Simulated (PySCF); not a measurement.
Consider C₆H₁₀BO (doublet).

Input file:

```
{"job": {"kind": "epr", "basis": "pcH-1"}, "charge": 0, "multiplicity": 2}
B     -4.005142     0.435945    -0.250270
C     -2.575508     0.242530     0.117621
C     -1.414540     0.125000     0.454084
C     -0.017803    -0.124362     0.775053
C      0.212509    -1.393370     0.051572
C      0.878596     1.041535     0.292273
O      2.210737     0.874661     0.700872
C      2.888898    -0.136107     0.004524
H     -4.844472     0.024313     0.454452
H     -4.272876     0.998929    -1.241518
H      0.119543    -0.246374     1.854337
H      0.131712    -2.332006     0.567261
H      0.133662    -1.399206    -1.020806
H      0.807982     1.129625    -0.801471
H      0.538710     1.973457     0.750498
H      3.865346    -0.244474     0.471992
H      3.008305     0.122223    -1.055396
H      2.325582    -1.086001     0.068985
```

Command:

```sh
OMP_NUM_THREADS=1 python probes_run.py task.json out
```

Geometry: GFN2-xTB.

The calculation used UKS B3LYP, pcH-1 on B C H O, non-relativistic, mean-field spin-orbit, GIAO (PySCF).

What can the converged electron density, electron localisation function and spin density tell about the bonding?

C–C (1.21 Å): ρ is about 2.6 e/Å³ halfway; the ELF peaks at about 0.85 between the atoms; a multiple bond.
C–O (1.40 Å): ρ at the midpoint is about 2.1 e/Å³, with its minimum of 1.7 e/Å³ about 0.5 Å from C; the ELF peaks at about 0.85 between the atoms (a polar covalent bond).
C–B (1.49 Å): ρ is about 1.5 e/Å³ halfway; the ELF peaks at about 0.95 between the atoms; localised, covalent bonding.
The unpaired spin (1 electron) lies mostly on C5 (about 0.6), in electrons by Hirshfeld's partition.

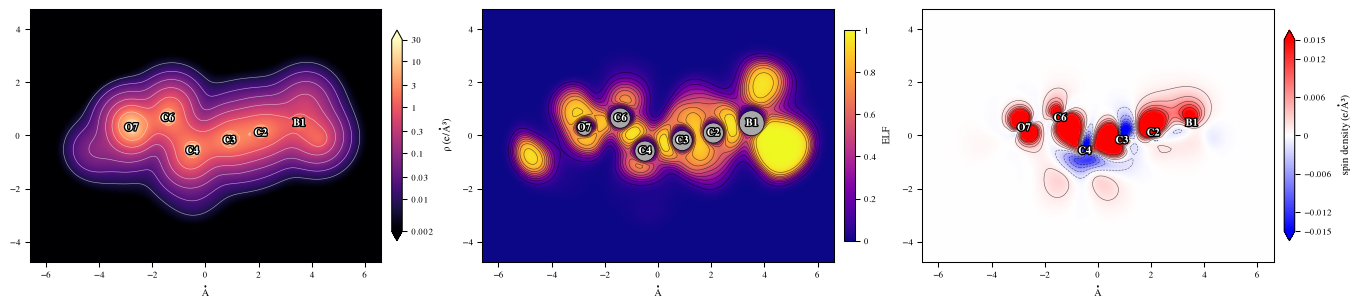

Computed electron density, electron localisation function and spin density on the plane of atoms C3, C4 and C6, in this order. Grey discs cover the atomic cores in the ELF map. 
